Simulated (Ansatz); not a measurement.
**C₂H₃AlO: reading failed and doubtful runs**

Aim: try 3 inputs for C₂H₃AlO as typed, read how each ends, and find what has to change.

Program: Ansatz 0.2.0, Gaussian basis. Level of theory: the settings change from run to run. These are calculated values, not measurements.

**1. The molecule**

The geometry comes from an earlier relaxation with PBE0-D4 in a triple-zeta def2 set; it is a stationary point, not always the lowest conformer.

SMILES `C=[C]1[O][AlH]1`, 7 atoms, charge 0, spin multiplicity 1.

Atoms are counted from 1 here; the program's logs count them from 0.

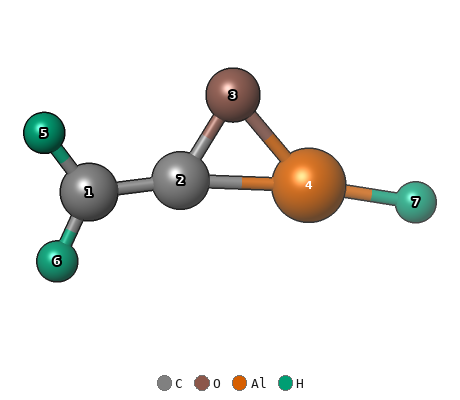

The structure; carbon grey, oxygen brown, aluminium orange, hydrogen teal; atoms are numbered from 1 in the order of the file.

**2. Attempt 1**

Input file in.yaml:

```yaml
crystal:
  periodic: [false, false, false]
  atoms:
    - {symbol: C, position_ang: [-0.566938, 0.915987, 0.957177]}
    - {symbol: C, position_ang: [-0.051791, 0.078408, 0.075463]}
    - {symbol: O, position_ang: [1.080965, -0.758255, 0.246907]}
    - {symbol: Al, position_ang: [0.445419, -0.999128, -1.340502]}
    - {symbol: H, position_ang: [-0.129771, 1.031914, 1.944780]}
    - {symbol: h, position_ang: [-1.439574, 1.502395, 0.702928]}
    - {symbol: H, position_ang: [0.722890, -1.839420, -2.632452]}
basis:
  gaussian: {orbitals: 6-31G}
hamiltonian: {xc: {name: PBE-QIDH}, pseudopotentials: {relativity: none}}
```

Launch:

```sh
$ ansatz run in.yaml --threads 2 --pin off --events-out ev --progress --plain --max-ram 4352MiB
```

Standard output:

```text
Error: YAML parse error: error: line 9 column 16: `h` is not an element symbol (H … Og, case-exact)
  --> <input>:9:16
   |
 7 |     - {symbol: Al, position_ang: [0.445419, -0.999128, -1.340502]}
 8 |     - {symbol: H, position_ang: [-0.129771, 1.031914, 1.944780]}
 9 |     - {symbol: h, position_ang: [-1.439574, 1.502395, 0.702928]}
   |                ^ `h` is not an element symbol (H … Og, case-exact)
10 |     - {symbol: H, position_ang: [0.722890, -1.839420, -2.632452]}
11 | basis:
   |
```

Run time: 0.05 s. Hardware: 2 threads of Arm Neoverse V2, shared host.

**Diagnosis.** The program refused the input. An element symbol is wrong. Cure: correct the symbol.

**3. Attempt 2**

Input file in.yaml:

```yaml
crystal:
  periodic: [false, false, false]
  atoms:
    - {symbol: C, position_ang: [-0.524448, 0.952257, 0.972358]}
    - {symbol: C, position_ang: [-0.051634, 0.060617, 0.088204]}
    - {symbol: O, position_ang: [1.077386, -0.744609, 0.227292]}
    - {symbol: Al, position_ang: [0.391604, -1.031541, -1.303756]}
    - {symbol: H, position_ang: [-0.116824, 1.005726, 1.981792]}
    - {symbol: H, position_ang: [-1.465202, 1.548620, 0.720381]}
    - {symbol: H, position_ang: [-0.524448, 1.002257, 1.272358]}
basis:
  gaussian: {orbitals: 6-31G}
hamiltonian: {xc: {name: B3LYP5}}
scf: {lower_state_search: off}
output: {forces: true}
```

The command is unchanged.

Standard output (excerpt; [...] marks lines left out):

```text
Functional definition: B3LYP5
  name "B3LYP5"
  cite "Stephens, Devlin, Chabalowski & Frisch, J. Phys. Chem. 98, 11623 (1994) doi:10.1021/j100096a001"
  cite "Becke, Phys. Rev. A 38, 3098 (1988) doi:10.1103/PhysRevA.38.3098"
  cite "Lee, Yang & Parr, Phys. Rev. B 37, 785 (1988) doi:10.1103/PhysRevB.37.785"
  cite "Vosko, Wilk & Nusair, Can. J. Phys. 58, 1200 (1980) doi:10.1139/p80-159"
[...]
562 factors; integrals over basis functions are off by at most 2.1e-4 eV
[...]
mean field -10662.64273957 eV, -391.8448932805 hartree, gradient 7.3e-6 eV, S^2 0.000000; 0 other end points of the search recorded, 0 dependent functions left out
[...]
reference -10662.64293532 eV, -391.8449004740 hartree; 18, 18 occupied and 28, 28 virtual orbitals, 562 factors
Total energy: -10662.64293532 eV, -391.8449004740 hartree
Atom 0 at    -0.524448     0.952257     0.972358 Å, force     1.320829   -98.655998  -604.633511 eV/Å
Atom 1 at    -0.051634     0.060617     0.088204 Å, force    -0.465006     2.441371     3.002830 eV/Å
Atom 2 at     1.077386    -0.744609     0.227292 Å, force     0.527491     1.918652     4.764152 eV/Å
Atom 3 at     0.391604    -1.031541    -1.303756 Å, force    -0.886800    -3.349766    -7.590733 eV/Å
Atom 4 at    -0.116824     1.005726     1.981792 Å, force     1.749977     0.901694    -0.447093 eV/Å
Atom 5 at    -1.465202     1.548620     0.720381 Å, force     2.609759    -1.232224     0.241104 eV/Å
Atom 6 at    -0.524448     1.002257     1.272358 Å, force    -4.856251    97.976271   604.663250 eV/Å
Dipole moment:    -0.490902     0.888102     1.191455 e Å
Checks for a lower state left out: stability, starts, cluster_reference, orbital_swaps, neighbouring_geometries, increment
```

Wall time 0.65 s (2 threads of Arm Neoverse V2, shared host).

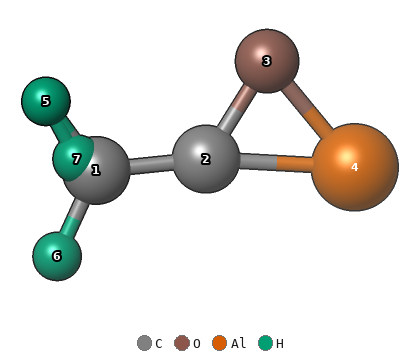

The geometry of this input.

Diagnosis: It ended without an error, which proves nothing about the input. One atom was put on top of another. The shortest distance is 0.30 Å (C1–H7), against 1.08 Å in the relaxed molecule. Its coordinates are also moved off the relaxed structure. Its energy is no property of the relaxed molecule. Fix: restore the atom's position.

**4. Attempt 3**

Input file in.yaml:

```yaml
crystal:
  periodic: [false, false, false]
  atoms:
    - {symbol: C, position_ang: [-0.595285, 0.961786, 1.005036]}
    - {symbol: C, position_ang: [-0.054381, 0.082329, 0.079236]}
    - {symbol: O, position_ang: [1.135013, -0.796168, 0.259253]}
    - {symbol: Al, position_ang: [-0.136259, 1.383510, 2.342019]}
    - {symbol: H, position_ang: [-0.136259, 1.083510, 2.042019]}
    - {symbol: H, position_ang: [-1.511552, 1.577514, 0.738075]}
    - {symbol: H, position_ang: [0.759034, -1.931391, -2.764074]}
basis:
  gaussian: {orbitals: def2-TZVPD}
hamiltonian: {xc: {name: PBEsol}}
accuracy: high
```

Same command.

Standard output:

```text
Functional definition: PBEsol
  name "PBEsol"
  cite "Perdew et al., Phys. Rev. Lett. 100, 136406 (2008) doi:10.1103/PhysRevLett.100.136406"
  cite "Perdew, Burke & Ernzerhof, Phys. Rev. Lett. 77, 3865 (1996) doi:10.1103/PhysRevLett.77.3865"
  parent pbesol
  exchange = pbesol_x
  correlation = pbesol_c
2909 factors; integrals over basis functions are off by at most 3.8e-9 eV
mean field evaluation 1: about -10616.7936 eV, gradient 9.3e1 eV
mean field evaluation 2: about -10265.2373 eV, gradient 2.6e2 eV
mean field evaluation 4: about -10606.9071 eV, gradient 8.9e1 eV
mean field evaluation 8: about -10642.5505 eV, gradient 8.8e0 eV
mean field evaluation 16: about -10643.8278 eV, gradient 7.8e-6 eV
mean field evaluation 32: about -10643.7405 eV, gradient 4.8e-3 eV
mean field -10643.82781254 eV, -391.1534574653 hartree, gradient 6.4e-8 eV, S^2 0.000000; 2 other end points of the search recorded, 0 dependent functions left out
reference -10643.82781682 eV, -391.1534576227 hartree; 18, 18 occupied and 166, 166 virtual orbitals, 2909 factors
Total energy: -10643.82781682 eV, -391.1534576227 hartree
```

It took 13 s on 2 threads of Arm Neoverse V2, shared host; peak memory 0.77 GiB.

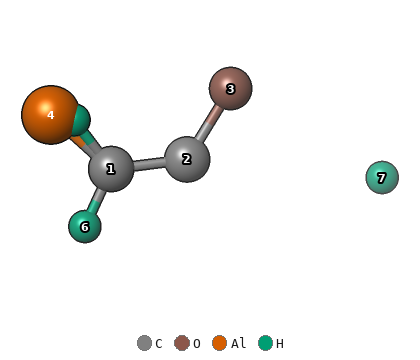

The geometry of this input.

What is wrong: It ended without an error, which proves nothing about the input. One atom was put on top of another. The shortest distance is 0.42 Å (Al4–H5), against 1.08 Å in the relaxed molecule. Its coordinates are also moved off the relaxed structure. Its energy is no property of the relaxed molecule. Cure: restore the atom's position.

**5. Summary**

```
attempt              level      ended                               cause    time
      1     PBE-QIDH/6-31G    refused          an element symbol is wrong  0.05 s
      2       B3LYP5/6-31G  converged  one atom was put on top of another  0.65 s
      3  PBEsol/def2-TZVPD  converged  one atom was put on top of another    13 s
```

In words: 1 refused, 2 converged. A refusal costs next to no computing time. The dangerous case is the input that converges on a wrong geometry, charge, spin, basis or grid: often only a look at the input shows it.
